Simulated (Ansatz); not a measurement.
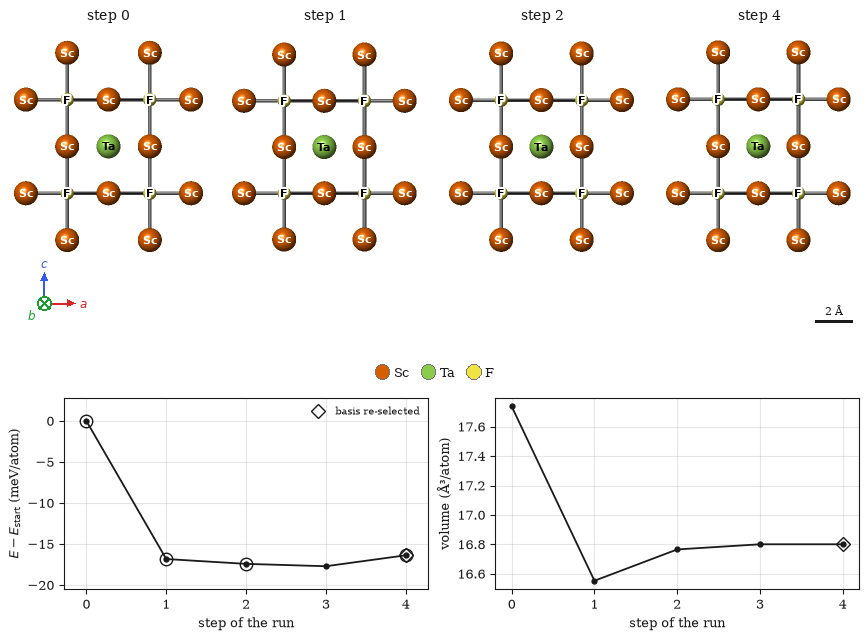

Frames of a relaxation of crystalline Sc2TaF3 (a generated structure, set up in P4/mmm) (coarse preliminary run), marked on the history of the run. The picture is a ball-and-stick view of the cell of the calculation, seen along the b axis.

All numbers below come from Ansatz 0.2.0, DFT PBE, scalar-relativistic, plane waves, PAW.

The input:
```yaml
crystal:
  lattice:
    - [4.54451979, 0.0, 0.0]
    - [0.0, 4.54451979, 0.0]
    - [0.0, 0.0, 5.15312194]
  atoms:
    - { symbol: Sc, position: [0.5, 0.5, 0.0] }
    - { symbol: Sc, position: [0.0, 0.0, 0.5] }
    - { symbol: Ta, position: [0.5, 0.5, 0.5], spin: 1.0 }
    - { symbol: F, position: [0.5, 0.0, 0.0] }
    - { symbol: F, position: [0.0, 0.5, 0.0] }
    - { symbol: F, position: [0.0, 0.0, 0.0] }
basis:
  ecutwfc: 420
kpoints:
  mp_grid: { grid: [4, 4, 4] }
hamiltonian:
  xc: pbe
scf:
  occupations: { method: gaussian, width: 0.1 }
  lower_state_search: "off"
output:
  forces: true
  stress: true
  eigenvalues: true
  populations: true
magnetization:
  spin_polarized: true
relax:
  adjacent_minimum: "off"
  f_tol: 0.04
  max_steps: 70
  cell: { stress_tol: 0.4 }
```

Command:
```bash
ansatz run input.yaml --threads 1 --pin off --max-ram 2560MiB --backend cpu --events-out ev --progress --plain --runs-dir out
```

**Describe the path.**

Over 3 accepted moves (4 points after the start) the energy falls by 16.4 meV per atom. All forces vanish by symmetry, so only the cell relaxes. Pressure: −3.86 GPa at the start and −0.16 GPa at the end. The SCF was repeated once at an unchanged geometry on a basis and grid sized afresh for the cell, which shifted the energy by 1.3 meV per atom at most. The atoms keep their places relative to the cell (all moves are under 0.005 Å). Cell: a = b 4.545 → 4.417 Å (−2.8 %), c 5.153 → 5.167 Å (+0.3 %). Volume −5.3 %. Among the contacts that change: Sc2–Ta3 3.213 → 3.123 Å, Sc1–F4 2.272 → 2.208 Å, Sc1–Ta3 2.577 → 2.584 Å, Sc2–F6 2.577 → 2.584 Å. The space group stays P4/mmm (No. 123). From step 0 to 1: volume −6.7 %, energy −16.8 meV per atom. From step 1 to 2: volume +1.3 %, energy −0.6 meV per atom. From step 2 to 4: volume +0.2 %, energy +1.0 meV per atom.

```tsv
step	E − E(0), meV/atom	pressure, GPa	volume, Å³/atom	note
0	0.00	-3.86	17.738	
1	-16.82	1.02	16.553	
2	-17.41	0.07	16.766	
3	-17.70	0.03	16.801	
4	-16.37	-0.16	16.801	same geometry, new basis
```
